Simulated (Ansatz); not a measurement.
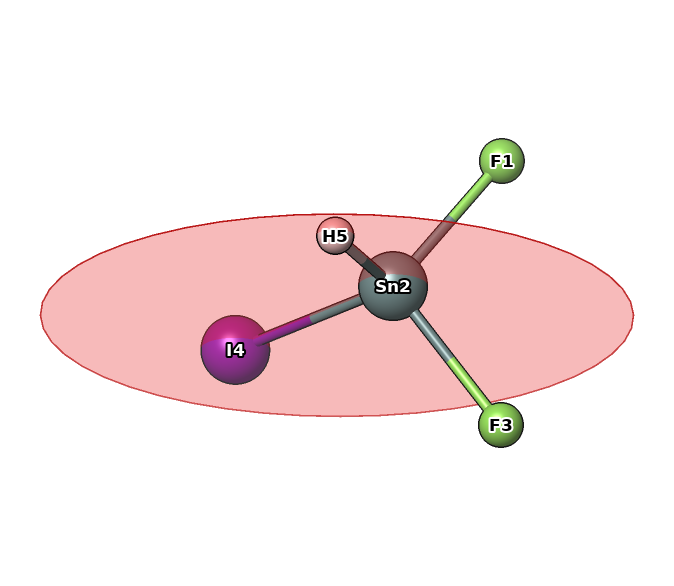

A disc through the centre of mass is drawn in. Distant atoms are faded towards the background colour. Computed geometry: PBE-D4/def2-SVP optimisation. No frequency run is at hand to confirm it as a minimum.

### Is the plane of the disc a mirror plane of the structure?

Yes. The reflection leaves Sn2, I4, H5 in place and moves F1 ↔ F3. The point group is Cs.
